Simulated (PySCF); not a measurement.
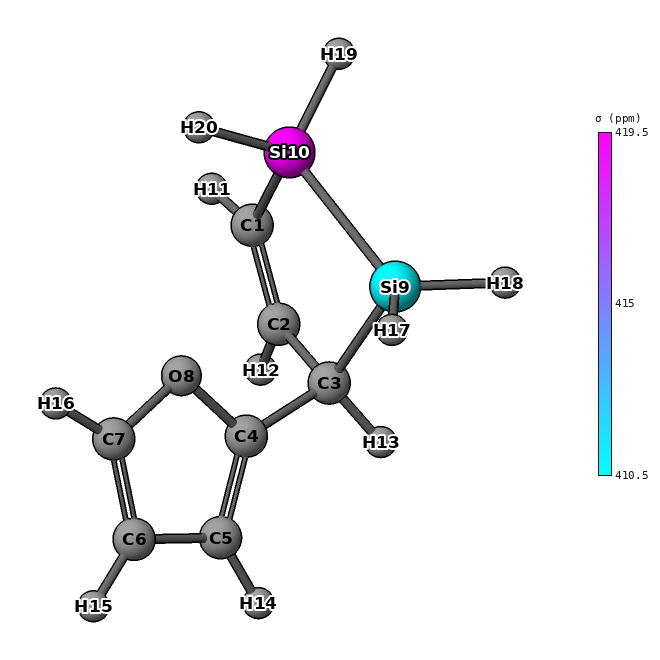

Atoms are coloured by their isotropic NMR shieldings (Si only, the others grey). Computed geometry: GFN2-xTB optimisation. No frequency run is at hand to confirm it as a minimum. Method: GIAO PBE0/pcSseg-1 NMR shielding, non-relativistic, gas phase (PySCF 2.14.0).

Give the isotropic NMR shieldings of the Si atoms atom by atom.

```
atom  σ (ppm)
 Si9    410.8
Si10    419.4
```

The geometry is semi-empirical. Around Si such bond lengths and angles can be off by a tenth of an ångström or more and by several degrees, and values that hang on the shape move with them.
